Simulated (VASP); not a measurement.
Energy against volume of CsPbBr3 (cubic perovskite). Computed with r2SCAN+rVV10, VASP's PBE PAW potentials (set 64) (plane waves; VASP).

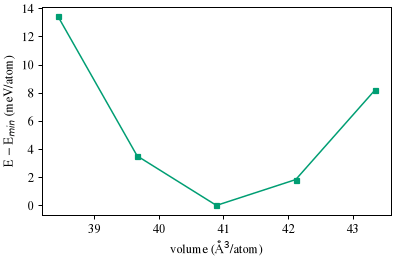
Figure: Energy against volume

Q: Estimate the equilibrium volume and the bulk modulus.

A: The minimum lies near 41.1 Å³/atom, and the curvature gives B0 of about 23 GPa.

The compound is CsPbBr3 in the cubic perovskite structure, the ideal cubic form; the compound distorts at low or room temperature. It was relaxed first.
